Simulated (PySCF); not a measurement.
SMILES C[SiH2]C[Si](O)(O)O, singlet at its GFN2-xTB optimised geometry (Å):

```
17

Si    -0.1415    -1.1938     0.0000
C     -0.7506    -2.0805    -1.5670
C     -0.8090     0.5807     0.0000
Si    -0.2601     1.5548     1.5210
O     -0.9370     3.0338     1.3326
O     -0.6659     0.8660     2.9371
O      1.3523     1.6343     1.7167
H      1.3285    -1.1938     0.0000
H     -0.6277    -1.9294     1.1763
H     -0.4066    -1.5836    -2.4692
H     -0.3853    -3.1017    -1.5982
H     -1.8349    -2.1206    -1.6102
H     -1.8965     0.5666    -0.0478
H     -0.4812     1.0989    -0.8995
H     -0.7923     3.7041     1.9960
H     -1.5694     0.6092     3.0896
H      1.8965     1.9294     0.9940
```

Calculation: PySCF 2.14.0 with CAM-B3LYP/def2-SVP.

Map of the electron localisation function on the plane z = 0.8 Å:

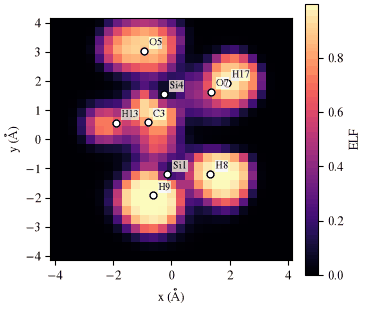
Figure: Electron localisation function on the plane z = 0.8 Å.
